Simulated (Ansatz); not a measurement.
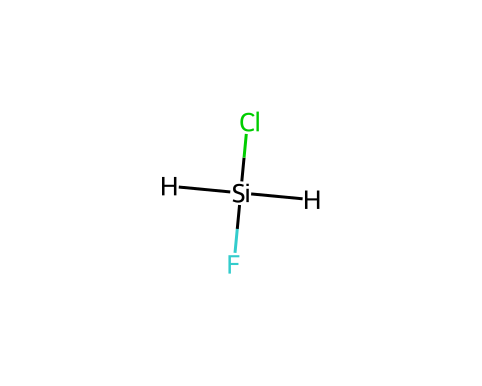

Structural formula above. Computed geometry: PBE0-D4/def2-TZVP optimisation.

Describe the 3D structure.

Formula ClFH2Si. SMILES: `F[SiH2]Cl`. Among its groups: Si–H bond. This geometry has Cs symmetry. Coordination: 1 Si tetrahedral.

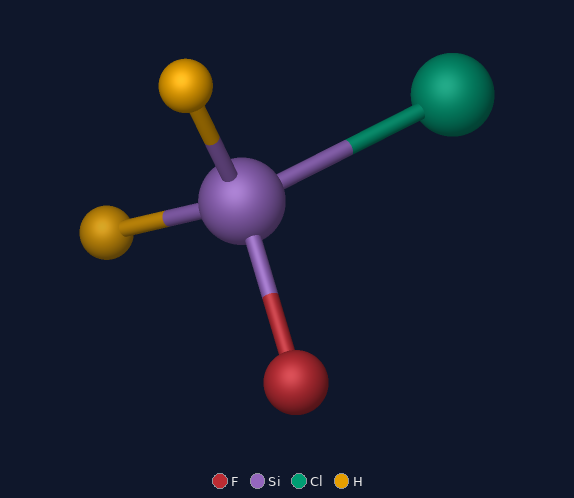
